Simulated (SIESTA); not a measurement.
## Converging the k-point mesh: WSe2 (P3m1, 6 atoms in the cell)

```xyz
6
Lattice="1.6482 -2.8548 0.0000 1.6482 2.8548 0.0000 0.0000 0.0000 13.0248" Properties=species:S:1:pos:R:3 pbc="T T T"
W      1.6482     0.9516     3.3062
W      1.6482    -0.9516     9.7686
Se     1.6482     0.9516    11.4488
Se     1.6482    -0.9516     4.9364
Se     1.6482    -0.9516     1.5760
Se     1.6482     0.9516     8.0884
```

Method of the run: GGA PBEsol, numerical atomic orbitals DZP, PseudoDojo PBEsol standard norm-conserving potentials (rewritten from UPF to PSML) in SIESTA.

Base settings: XC.functional = GGA; XC.authors = PBEsol; potentials = PseudoDojo PBEsol standard; PAO.BasisSize = DZP; PAO.EnergyShift = 0.01 Ry; MeshCutoff = 400 Ry; kgrid.MonkhorstPack = 4 4 1; OccupationFunction = FD; ElectronicTemperature = 0.05 eV; MaxSCFIterations = 150.

The second cell is the first with its lattice scaled by 0.98.

Only quantities that move along the ladder and can be compared are tabulated.

The starting cell has typed, rounded lattice constants, without a prior relaxation at this level. Its lattice was rescaled by up to half a per cent. One atom was moved a little off its site on purpose. Spin polarisation is off. Values carry the incompleteness of an atom-centred basis. In the base run, forces exceed 1 eV/Å.

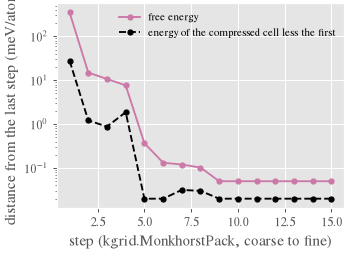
Figure: Distance from the last step along the ladder; very small values are drawn at a floor.

| kgrid.MonkhorstPack | free energy less the last step's (meV/atom) | energy of the compressed cell less the first (meV/atom) | pressure (GPa) | largest difference of a force vector from the last step's (eV/Å) |
|---|---|---|---|---|
| 2 2 1 | 352.10 | 77.81 | 4.90 | 0.550 |
| 3 3 1 | 14.93 | 51.23 | 1.80 | 0.286 |
| 4 4 1 | -10.73 | 49.14 | 1.56 | 0.074 |
| 5 5 1 | 7.65 | 51.89 | 1.89 | 0.035 |
| 6 6 2 | 0.37 | 50.00 | 1.65 | 0.003 |
| 7 7 2 | -0.13 | 50.02 | 1.65 | 0.001 |
| 8 8 2 | 0.12 | 50.05 | 1.66 | 0.001 |
| 9 9 2 | 0.10 | 50.05 | 1.66 | 0.000 |
| 10 10 3 | -0.01 | 50.02 | 1.65 | 0.000 |
| 11 11 3 | 0.00 | 50.02 | 1.65 | 0.000 |
| 12 12 3 | 0.00 | 50.02 | 1.65 | 0.000 |
| 13 13 3 | 0.00 | 50.02 | 1.65 | 0.000 |
| 15 15 4 | 0.00 | 50.02 | 1.65 | 0.000 |
| 16 16 4 | 0.00 | 50.02 | 1.65 | 0.000 |
| 20 20 5 | 0.00 | 50.02 | 1.65 | 0.000 |
| 25 25 6 | 0.00 | 50.02 | 1.65 | 0.000 |

Coarsest kgrid.MonkhorstPack that holds the forces within 0.02 eV/Å of the last step, with all finer ones: 6 6 2; the step before is off by 0.035 eV/Å.

Coarsest kgrid.MonkhorstPack that holds the energy of the compressed cell less the first within 1 meV/atom of the last step, with all finer ones: 6 6 2; the step before is off by 1.9 meV/atom.

Coarsest kgrid.MonkhorstPack that holds the pressure within 0.2 GPa of the last step, with all finer ones: 6 6 2; the step before is off by 0.23 GPa.
